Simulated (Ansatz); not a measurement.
Start from GaP in the zinc blende structure (space group F-43m, No. 216; a = 5.3914 Å).

Structures relaxed with Ansatz (a program for electronic structure) LDA, scalar-relativistic without spin-orbit coupling.

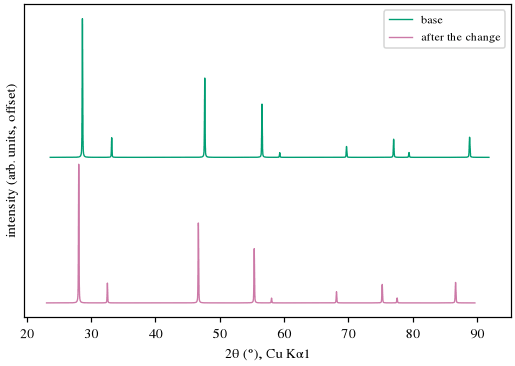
Fig. 1. Simulated powder patterns before (top) and after one change

Question: Name the change that was made.
A. isotropic strain −1.00 %
B. isotropic strain −0.50 %
C. isotropic strain +2.00 %
D. isotropic strain −2.50 %

Answer: C, isotropic strain +2.00 %. Its volume per atom is 20.79 Å³ against 19.59 Å³, and its space group is F-43m (No. 216).

Whether these cells are dynamically stable was not tested.
